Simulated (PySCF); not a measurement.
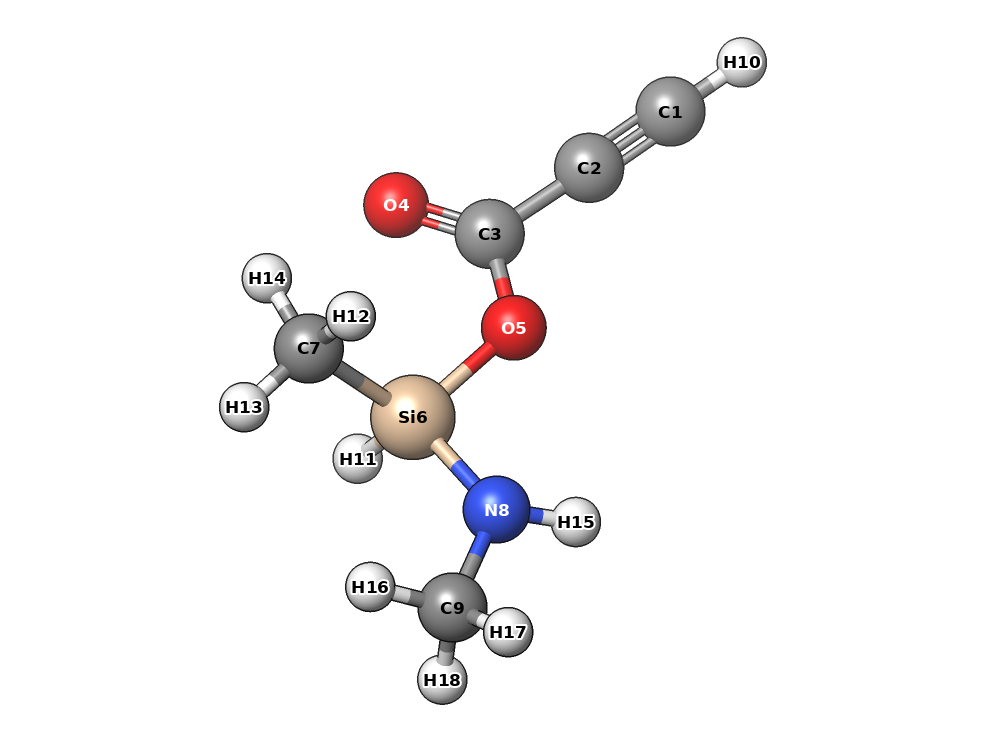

Computed geometry: GFN2-xTB optimisation. No frequency run is at hand to confirm it as a minimum. Electric field gradients from the ground-state density, PBE0/pcSseg-1 (PySCF 2.14.0), non-relativistic apart from any core potentials.

Give the largest field-gradient component, the quadrupole coupling constant and the asymmetry for 17O at O4 (Q = −25.6 mb), 17O at O5 (Q = −25.6 mb), 14N at N8 (Q = 20.44 mb), 2H at H10 (Q = 2.86 mb), 2H at H11 (Q = 2.86 mb).

```tsv
atom	V_zz (a.u.)	e²qQ/h (MHz)	η
O4	−1.627	9.78	0.17
O5	1.339	−8.05	0.12
N8	−1.040	−5.00	0.36
H10	0.389	0.261	0.02
H11	0.155	0.104	0.04
```

The geometry is semi-empirical. Around Si such bond lengths and angles can be off by a tenth of an ångström or more and by several degrees, and values that hang on the shape move with them.
